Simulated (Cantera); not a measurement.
Charge: 1 mol Cu, 3.9 mol F2, 1.8 mol N2, held at 26.0 Pa.

Method: chemical equilibrium by Gibbs-energy minimisation in Cantera with the NASA 1993 tables (ideal gas, pure condensed phases). Candidate condensed phases: Cu, CuF2; 11 gas species. Kinetics and transport are ignored.

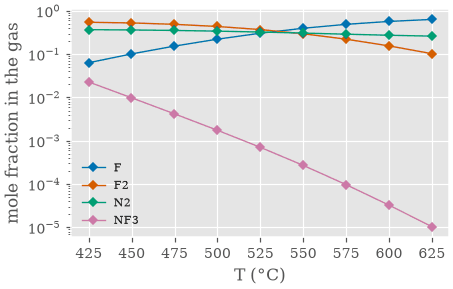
Equilibrium gas composition (values under 1e-9 drawn at 1e-9)

### Question
Read off the mole fractions at 475 °C.

### Answer
F2 about 0.49, N2 about 0.35, F about 0.15, NF3 about 0.0042.
